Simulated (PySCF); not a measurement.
Input file:

```
{"job": {"xc": "KT3", "basis": "pcSseg-1", "solvent": "methanol", "kind": "nmr", "pop": true}, "charge": 0, "multiplicity": 1}
C      2.716707    -0.492262     0.031948
C      1.922604     0.376902     0.252501
C      0.899584     1.345420     0.537568
S     -0.430211     0.636807     1.595643
C     -0.964804    -0.770625     0.566886
C     -1.773940    -0.344352    -0.643394
H      3.445122    -1.220118    -0.167476
H      0.445361     1.723705    -0.380136
H      1.301244     2.177300     1.117111
H     -0.066779    -1.320078     0.282208
H     -1.563682    -1.384994     1.238519
H     -2.622407     0.263525    -0.336850
H     -2.145207    -1.223134    -1.167106
H     -1.164272     0.231431    -1.336537
```

Run with:

```sh
OMP_NUM_THREADS=1 python ens_run.py task.json out
```

Geometry: GFN2-xTB.

These are results of KT3/pcSseg-1, SCF density, in a methanol solvent model, non-relativistic in PySCF, not measurements.

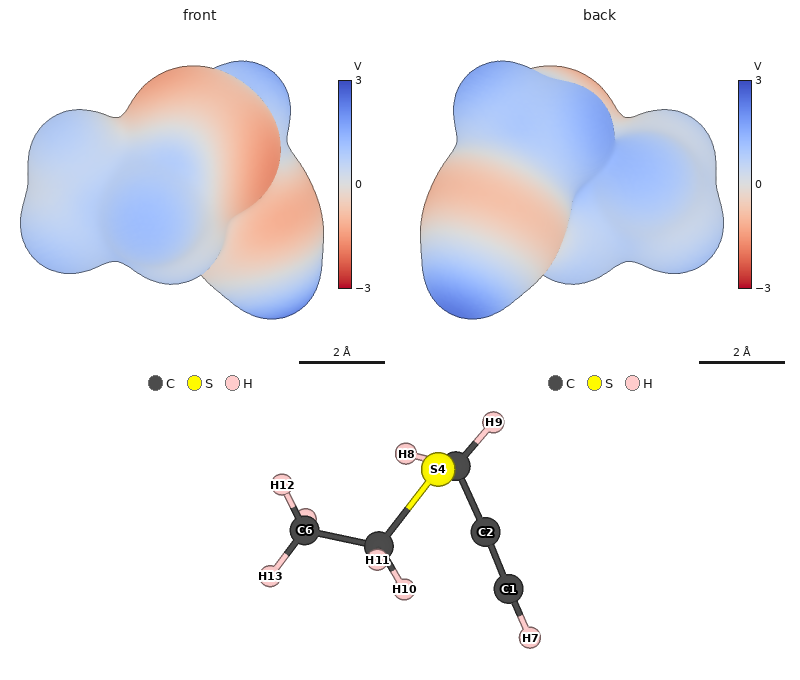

C5H8S (SMILES C#CCSCC). The electrostatic potential painted on the density surface at 0.004 e/bohr³, seen from the front and from behind; the colour scale runs from red (negative) to blue (positive). The bare structure is drawn below in the same view.

### Which sites attract a positive test charge, and which a negative one?

A positive charge is drawn to the negative regions and a negative charge to the positive ones. The most negative region (about −1.5 V) lies over S4, the most positive (about +2.2 V) over H7.

### How polar is the molecule by this calculation?

Its dipole moment is 1.84 D.
